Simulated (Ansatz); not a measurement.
**Run report: CH$_{5}$AlBFOSi, geometry relaxation (part 1 of 2)**

System: CH$_{5}$AlBFOSi, SMILES FC1[SiH2]O[B]1[AlH2].
Method: RKS PBE0/STO-3G (Ansatz 0.2.0).

It belongs to a series of runs on one base structure; here: start relaxed. Figures and captions count atoms from 1; the log counts them from 0 in places.

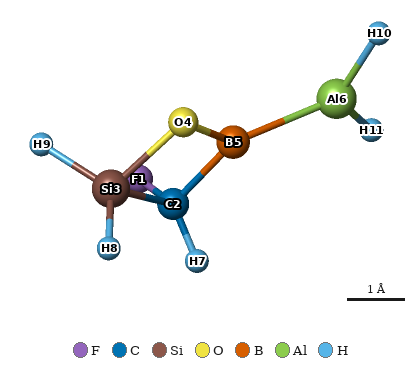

*The starting structure (ball-and-stick view, seen at a tilt; atoms are numbered from 1 in the order of the input). Sticks mark near contacts.*

### The input
```yaml
crystal:
  periodic: [false, false, false]
  atoms:
    - { symbol: F, position_ang: [-1.2278, -1.071, 1.2245] }
    - { symbol: C, position_ang: [-0.8611, -0.6409, -0.0464] }
    - { symbol: Si, position_ang: [0.2404, -1.8177, -0.7707] }
    - { symbol: O, position_ang: [1.3623, -0.4572, -0.5695] }
    - { symbol: B, position_ang: [0.2991, 0.4812, 0.0222] }
    - { symbol: Al, position_ang: [0.3884, 2.4385, 0.7514] }
    - { symbol: H, position_ang: [-1.6683, -0.3536, -0.7121] }
    - { symbol: H, position_ang: [0.0468, -2.0848, -2.182] }
    - { symbol: H, position_ang: [0.6464, -2.8919, 0.2014] }
    - { symbol: H, position_ang: [1.7657, 3.2338, 0.7117] }
    - { symbol: H, position_ang: [-0.9265, 3.1066, 1.3901] }
basis:
  gaussian: { orbitals: STO-3G }
hamiltonian:
  xc: pbe0
relax:
  f_tol: 0.02
  max_steps: 40
scf:
  lower_state_search: "off"
```

Machine: 1 thread of Arm Neoverse V2, 24 GiB of memory available, shared host.

Launch command:
```bash
ansatz run input.yaml --threads 1 --pin off --max-ram 2048MiB --backend cpu --events-out ev --progress --plain --runs-dir out
```

### What the program printed
```
The last accepted step is kept in [file] (removed where the run ends without a failure and the disk answers)
Engine: ansatz 0.2.0, aarch64-unknown-linux-gnu
Functional definition: PBE0
  parameter a = 0.25
  parameter kappa = 0.804
  parameter beta = 0.06672455060314922
  exchange = (1 - a)*pbe_x(kappa = kappa, mu = beta*pi^2/3) + a*exact_x
  correlation = pbe_c(beta = beta)
these checks for a lower state are left out or cut short: stability, starts, cluster_reference, orbital_swaps, neighbouring_geometries, increment
596 factors; integrals over basis functions are off by at most 1.9e-5 eV
mean field evaluation 1: about -20756.5293 eV, gradient 3.1e1 eV
mean field evaluation 2: about -20745.9684 eV, gradient 7.3e1 eV
mean field evaluation 4: about -20760.0042 eV, gradient 2.0e0 eV
mean field evaluation 8: about -20759.9734 eV, gradient 2.8e-2 eV
mean field evaluation 16: about -20759.9734 eV, gradient 3.5e-6 eV
mean field -20759.97338994 eV, -762.9149504650 hartree, gradient 3.5e-6 eV, S^2 0.000000; 0 other end points of the search recorded, 0 dependent functions left out
the calculation of the forces begins
reference -20759.97340745 eV, -762.9149511086 hartree; 30, 30 occupied and 13, 13 virtual orbitals, 596 factors
relax step   1: F+E_penalty+E_count = -20759.97338994 eV  Δ(F+E_penalty+E_count) = +0.000e0 eV  max|allowed force component| = 3.412e0 eV/Å  Δτ_max = 0.0000 Å  (14 SCF iters, accepted)
these checks for a lower state are left out or cut short: stability, starts, cluster_reference, orbital_swaps, neighbouring_geometries, increment
596 factors; integrals over basis functions are off by at most 2.6e-5 eV
mean field -20761.17997429 eV, -762.9592916221 hartree, gradient 3.7e-6 eV, S^2 0.000000; 0 other end points of the search recorded, 0 dependent functions left out
[... from here on the field's lines of each further geometry are left out, up to the last ...]
relax step   2: F+E_penalty+E_count = -20761.17997429 eV  Δ(F+E_penalty+E_count) = -1.207e0 eV  max|allowed force component| = 2.765e0 eV/Å  Δτ_max = 0.1978 Å  (19 SCF iters, accepted)
relax step   3: F+E_penalty+E_count = -20761.40811490 eV  Δ(F+E_penalty+E_count) = -2.281e-1 eV  max|allowed force component| = 8.745e-1 eV/Å  Δτ_max = 0.1141 Å  (19 SCF iters, accepted)
relax step   4: F+E_penalty+E_count = -20761.37879489 eV  Δ(F+E_penalty+E_count) = +2.932e-2 eV  max|allowed force component| = 2.500e0 eV/Å  Δτ_max = 0.1594 Å  (18 SCF iters, rejected (line search))
relax step   5: F+E_penalty+E_count = -20761.45840019 eV  Δ(F+E_penalty+E_count) = -5.029e-2 eV  max|allowed force component| = 2.008e-1 eV/Å  Δτ_max = 0.0780 Å  (20 SCF iters, accepted)
relax step   6: F+E_penalty+E_count = -20761.47146179 eV  Δ(F+E_penalty+E_count) = -1.306e-2 eV  max|allowed force component| = 1.990e-1 eV/Å  Δτ_max = 0.0995 Å  (18 SCF iters, accepted)
relax step   7: F+E_penalty+E_count = -20761.47575040 eV  Δ(F+E_penalty+E_count) = -4.289e-3 eV  max|allowed force component| = 2.578e-1 eV/Å  Δτ_max = 0.0468 Å  (19 SCF iters, accepted)
relax step   8: F+E_penalty+E_count = -20761.47873049 eV  Δ(F+E_penalty+E_count) = -2.980e-3 eV  max|allowed force component| = 1.040e-1 eV/Å  Δτ_max = 0.0399 Å  (19 SCF iters, accepted)
relax step   9: F+E_penalty+E_count = -20761.48069531 eV  Δ(F+E_penalty+E_count) = -1.965e-3 eV  max|allowed force component| = 1.025e-1 eV/Å  Δτ_max = 0.0793 Å  (19 SCF iters, accepted)
relax step  10: F+E_penalty+E_count = -20761.48332763 eV  Δ(F+E_penalty+E_count) = -2.632e-3 eV  max|allowed force component| = 2.678e-1 eV/Å  Δτ_max = 0.1436 Å  (19 SCF iters, accepted)
relax step  11: F+E_penalty+E_count = -20761.48872979 eV  Δ(F+E_penalty+E_count) = -5.402e-3 eV  max|allowed force component| = 2.005e-1 eV/Å  Δτ_max = 0.0497 Å  (18 SCF iters, accepted)
relax step  12: F+E_penalty+E_count = -20761.50391305 eV  Δ(F+E_penalty+E_count) = -1.518e-2 eV  max|allowed force component| = 8.676e-2 eV/Å  Δτ_max = 0.2000 Å  (20 SCF iters, accepted)
relax step  13: F+E_penalty+E_count = -20761.51355249 eV  Δ(F+E_penalty+E_count) = -9.639e-3 eV  max|allowed force component| = 3.258e-1 eV/Å  Δτ_max = 0.1950 Å  (19 SCF iters, accepted)
relax step  14: F+E_penalty+E_count = -20761.52166349 eV  Δ(F+E_penalty+E_count) = -8.111e-3 eV  max|allowed force component| = 3.575e-1 eV/Å  Δτ_max = 0.1436 Å  (18 SCF iters, accepted)
relax step  15: F+E_penalty+E_count = -20761.53546300 eV  Δ(F+E_penalty+E_count) = -1.380e-2 eV  max|allowed force component| = 4.394e-1 eV/Å  Δτ_max = 0.2000 Å  (18 SCF iters, accepted)
relax step  16: F+E_penalty+E_count = -20761.55968633 eV  Δ(F+E_penalty+E_count) = -2.422e-2 eV  max|allowed force component| = 1.427e-1 eV/Å  Δτ_max = 0.2000 Å  (19 SCF iters, accepted)
relax step  17: F+E_penalty+E_count = -20761.56651283 eV  Δ(F+E_penalty+E_count) = -6.827e-3 eV  max|allowed force component| = 1.358e-1 eV/Å  Δτ_max = 0.1872 Å  (18 SCF iters, accepted)
relax step  18: F+E_penalty+E_count = -20761.56539658 eV  Δ(F+E_penalty+E_count) = +1.116e-3 eV  max|allowed force component| = 2.324e-1 eV/Å  Δτ_max = 0.1484 Å  (18 SCF iters, rejected (line search))
relax step  19: F+E_penalty+E_count = -20761.55472648 eV  Δ(F+E_penalty+E_count) = +1.179e-2 eV  max|allowed force component| = 3.642e-1 eV/Å  Δτ_max = 0.0673 Å  (19 SCF iters, rejected (line search))
relax step  20: F+E_penalty+E_count = -20761.56887819 eV  Δ(F+E_penalty+E_count) = -2.365e-3 eV  max|allowed force component| = 2.787e-2 eV/Å  Δτ_max = 0.0320 Å  (19 SCF iters, accepted)
relax step  21: F+E_penalty+E_count = -20761.56935711 eV  Δ(F+E_penalty+E_count) = -4.789e-4 eV  max|allowed force component| = 1.062e-1 eV/Å  Δτ_max = 0.0909 Å  (18 SCF iters, accepted)
relax step  22: F+E_penalty+E_count = -20761.57011993 eV  Δ(F+E_penalty+E_count) = -7.628e-4 eV  max|allowed force component| = 5.608e-2 eV/Å  Δτ_max = 0.0208 Å  (19 SCF iters, accepted)
the calculation of the forces begins
reference -20761.57036654 eV, -762.9736382727 hartree; 30, 30 occupied and 13, 13 virtual orbitals, 596 factors
relax step  23: F+E_penalty+E_count = -20761.57034938 eV  Δ(F+E_penalty+E_count) = -2.294e-4 eV  max|allowed force component| = 4.233e-2 eV/Å  Δτ_max = 0.0205 Å  (19 SCF iters, accepted)
these checks for a lower state are left out or cut short: stability, starts, cluster_reference, orbital_swaps, neighbouring_geometries, increment
596 factors; integrals over basis functions are off by at most 2.7e-5 eV
mean field -20761.57062428 eV, -762.9736477442 hartree, gradient 2.1e-6 eV, S^2 0.000000; 0 other end points of the search recorded, 0 dependent functions left out
the calculation of the forces begins
reference -20761.57064144 eV, -762.9736483749 hartree; 30, 30 occupied and 13, 13 virtual orbitals, 596 factors
relax step  24: F+E_penalty+E_count = -20761.57062428 eV  Δ(F+E_penalty+E_count) = -2.749e-4 eV  max|allowed force component| = 1.119e-2 eV/Å  Δτ_max = 0.0137 Å  (13 SCF iters, accepted)
```

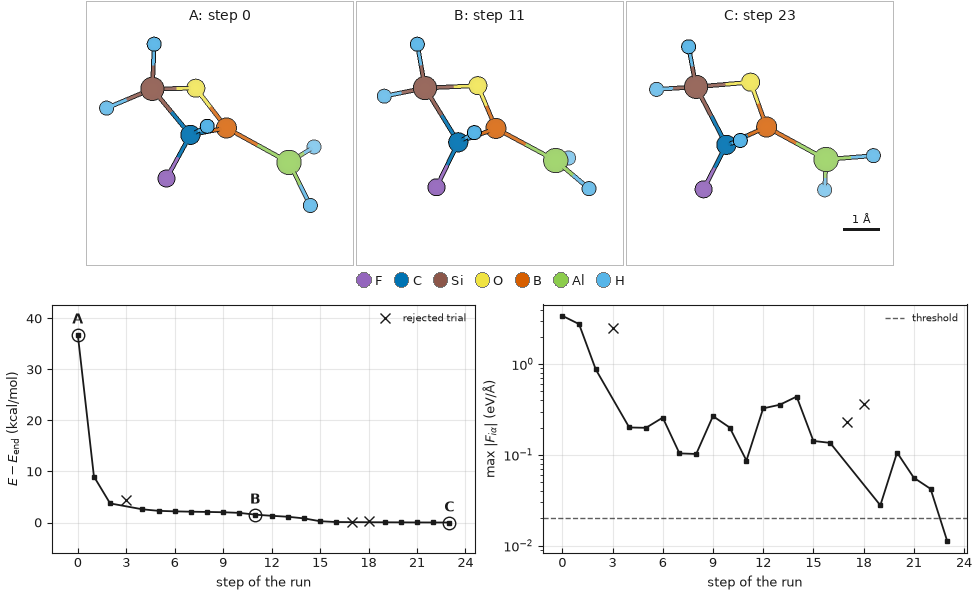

*Frames of the relaxation (ball-and-stick view, seen at a tilt) above the curves, on which the letters mark them (the first geometry is step 0 here and step 1 in the log).*

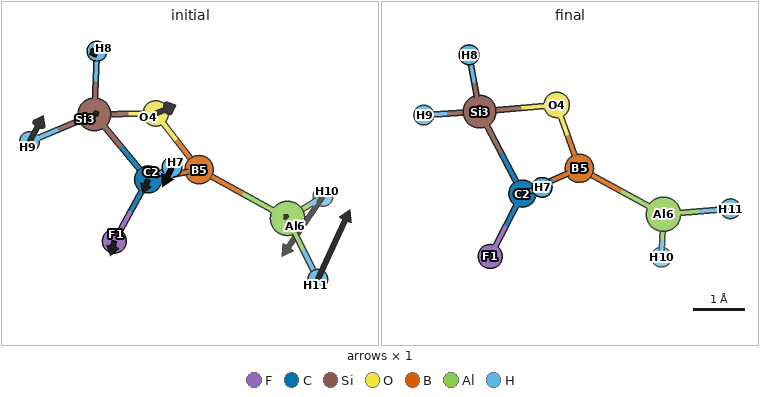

*Before (left) and after (right) the relaxation, at one scale (ball-and-stick view, seen at a tilt). The black arrows give the displacements, at true length.*

Over 23 geometry steps the energy falls by 36.8 kcal/mol. Largest force component: 3.4 eV/Å at the start, 0.011 eV/Å at the end. The line search rejected the trial steps at points 3, 17, 18 (counted from 0) and went back. H11 moves most after the best rigid fit: 1.54 Å. Largest moves by element: H 1.54 Å, O 0.59 Å, F 0.33 Å, C 0.31 Å, Si 0.12 Å, Al 0.12 Å. Among the contacts that change: O4–B5 1.537 → 1.370 Å, C2–Si3 1.767 → 1.909 Å, Al6–H11 1.607 → 1.505 Å, Al6–H10 1.591 → 1.505 Å. Among the angles that change: H8–Si3–H9 122.2° → 109.1°, F1–C2–Si3 109.4° → 122.0°, F1–C2–B5 111.4° → 121.8°. (Atoms are counted from 1 in the order of the input.)

```
Total energy: -20761.57064144 eV, -762.9736483749 hartree
Atom 0 at    -1.206914    -1.105030     1.571122 Å, force     0.002673    -0.000499     0.001015 eV/Å
Atom 1 at    -0.894685    -0.704084     0.266571 Å, force    -0.006973    -0.002026    -0.004998 eV/Å
Atom 2 at     0.280075    -1.714097    -0.848584 Å, force    -0.005066     0.003426     0.001703 eV/Å
Atom 3 at     1.020053    -0.123203    -0.977294 Å, force    -0.001701    -0.001207     0.002686 eV/Å
Atom 4 at     0.221287     0.472003    -0.036887 Å, force     0.005827     0.001854    -0.000390 eV/Å
Atom 5 at     0.426156     2.344775     0.703246 Å, force     0.005848     0.011188     0.002264 eV/Å
Atom 6 at    -1.839528    -0.492187    -0.286358 Å, force     0.002323    -0.000591     0.003646 eV/Å
Atom 7 at    -0.121901    -2.230321    -2.144708 Å, force     0.002637    -0.001202     0.000223 eV/Å
Atom 8 at     1.204429    -2.644658    -0.232773 Å, force    -0.000050     0.001878    -0.002152 eV/Å
Atom 9 at     1.267221     2.623845     1.919881 Å, force    -0.010980    -0.002390    -0.008894 eV/Å
Atom 10 at    -0.290793     3.515957     0.086383 Å, force     0.005461    -0.010431     0.004894 eV/Å
Dipole moment:    -0.025474    -0.314152    -0.245963 e Å
Checks for a lower state left out: stability, starts, cluster_reference, orbital_swaps, neighbouring_geometries, increment
```

### Trajectory as extended XYZ (Å, eV, eV/Å), 24 frames, from step=1 to step=24
```
11
Properties=species:S:1:pos:R:3:forces:R:3 step=1 energy=-20759.97339
F    -1.2278   -1.0710    1.2245   -1.4982   0.0173   1.6187
C    -0.8611   -0.6409   -0.0464   -1.7177   1.8410   0.8605
Si    0.2404   -1.8177   -0.7707    2.9832  -1.0908  -0.2282
O     1.3623   -0.4572   -0.5695   -1.8228   3.3465   1.4187
B     0.2991    0.4812    0.0222    3.4125  -3.2981  -1.9705
Al    0.3884    2.4385    0.7514    0.1115   0.4922   0.3410
H    -1.6683   -0.3536   -0.7121   -1.4280   0.2427  -0.0408
H     0.0468   -2.0848   -2.1820    0.2197  -0.5955   0.0448
H     0.6464   -2.8919    0.2014   -0.3597   0.4882  -1.3197
H     1.7657    3.2338    0.7117   -1.5534  -0.7007   0.0816
H    -0.9265    3.1066    1.3901    1.6528  -0.7427  -0.8062
11
Properties=species:S:1:pos:R:3:forces:R:3 step=2 energy=-20761.17997
F    -1.3791   -1.0092    1.2936   -0.4199   0.2023  -0.1054
C    -0.9495   -0.6222    0.0001    0.1472   0.3983   0.5559
Si    0.3193   -1.7292   -0.7498    0.6869  -1.1200  -0.7378
O     1.3942   -0.3229   -0.5689   -2.7648   0.7162   1.0290
B     0.3065    0.4255    0.0148    2.0413  -0.2822  -0.7107
Al    0.4282    2.3400    0.7313    0.0790  -0.1782  -0.1137
H    -1.7919   -0.3355   -0.6586   -0.1590  -0.0138   0.1194
H     0.1505   -2.1343   -2.1423    0.2395   0.0308   0.1965
H     0.6908   -2.8717    0.0808    0.1973   0.2368  -0.2687
H     1.6659    3.1817    0.7138    0.2205  -0.0198  -0.0554
H    -0.7696    3.0207    1.3058   -0.2681   0.0298   0.0911
11
Properties=species:S:1:pos:R:3:forces:R:3 step=3 energy=-20761.40811
F    -1.4671   -0.9580    1.3081   -0.0613   0.0454  -0.4568
C    -0.9692   -0.6154    0.0221   -0.2374   0.2522   0.8745
Si    0.3130   -1.7460   -0.7514    0.3114  -0.4594  -0.4080
O     1.3049   -0.2885   -0.5600   -0.3244  -0.4303  -0.0399
B     0.2971    0.4276    0.0306    0.1596   0.4100  -0.0183
Al    0.4441    2.3346    0.7282   -0.0068  -0.2129  -0.0618
H    -1.8096   -0.3181   -0.6395   -0.0017  -0.0851  -0.0580
H     0.2176   -2.1582   -2.1447    0.0598   0.0912   0.0952
H     0.7939   -2.8708    0.0319    0.1187   0.1440  -0.0242
H     1.7036    3.1405    0.6898    0.1796   0.0804  -0.0151
H    -0.7628    2.9954    1.3055   -0.1974   0.1646   0.1123
11
Properties=species:S:1:pos:R:3:forces:R:3 step=4 energy=-20761.37880 accepted=F
F    -1.5495   -1.0072    1.2769   -0.5247  -0.0228   1.1511
C    -0.9806   -0.6037    0.0943   -0.7284  -0.5280  -2.4997
Si    0.3187   -1.7501   -0.7488   -0.2855  -0.3369   0.0852
O     1.2231   -0.2518   -0.6646   -0.0947   0.3482  -0.0634
B     0.2480    0.4529   -0.0078    0.5263   0.5420   0.5449
Al    0.4480    2.3408    0.7552    0.0813  -0.0640  -0.2787
H    -1.8144   -0.3839   -0.6798    0.9693  -0.0536   0.9868
H     0.1947   -2.2197   -2.1190    0.0126   0.0344   0.0375
H     0.9339   -2.7964    0.0492    0.0832   0.1048  -0.0635
H     1.7702    3.0565    0.7738    0.0380  -0.0135   0.0523
H    -0.7267    3.1055    1.2911   -0.0775  -0.0106   0.0475
11
Properties=species:S:1:pos:R:3:forces:R:3 step=5 energy=-20761.45840
F    -1.5319   -0.9668    1.2993   -0.0402   0.0158  -0.1111
C    -0.9778   -0.6140    0.0547   -0.2008  -0.0743   0.1511
Si    0.3080   -1.7628   -0.7544    0.0439  -0.0778  -0.0067
O     1.2681   -0.2912   -0.5931   -0.0913  -0.0221  -0.0217
B     0.2887    0.4309    0.0343    0.1193   0.1290  -0.0010
Al    0.4460    2.3388    0.7282    0.0285  -0.0067   0.0368
H    -1.8001   -0.3270   -0.6427    0.1054  -0.0414   0.0101
H     0.2198   -2.1694   -2.1449   -0.0131  -0.0064   0.0020
H     0.8689   -2.8498    0.0271    0.0404   0.0672  -0.0385
H     1.7302    3.1208    0.7044    0.0201  -0.0062  -0.0125
H    -0.7545    3.0334    1.3077   -0.0120   0.0228  -0.0085
11
Properties=species:S:1:pos:R:3:forces:R:3 step=6 energy=-20761.47146
F    -1.5974   -0.9825    1.2801   -0.0590   0.0229   0.0801
C    -0.9904   -0.6204    0.0721   -0.0466  -0.1990  -0.1265
Si    0.3102   -1.7652   -0.7461   -0.0434   0.0446  -0.0225
O     1.2247   -0.2621   -0.6512   -0.0283   0.0369   0.0751
B     0.2739    0.4347    0.0450    0.0120   0.0581  -0.0733
Al    0.4593    2.3366    0.7522   -0.0105   0.0295  -0.0313
H    -1.7864   -0.3467   -0.6666    0.1854  -0.0008   0.0982
H     0.1894   -2.2037   -2.1247   -0.0039  -0.0342   0.0084
H     0.9587   -2.8070    0.0316   -0.0346   0.0820  -0.0314
H     1.7607    3.0925    0.7271   -0.0048  -0.0286   0.0245
H    -0.7372    3.0667    1.3012    0.0335  -0.0115  -0.0013
```
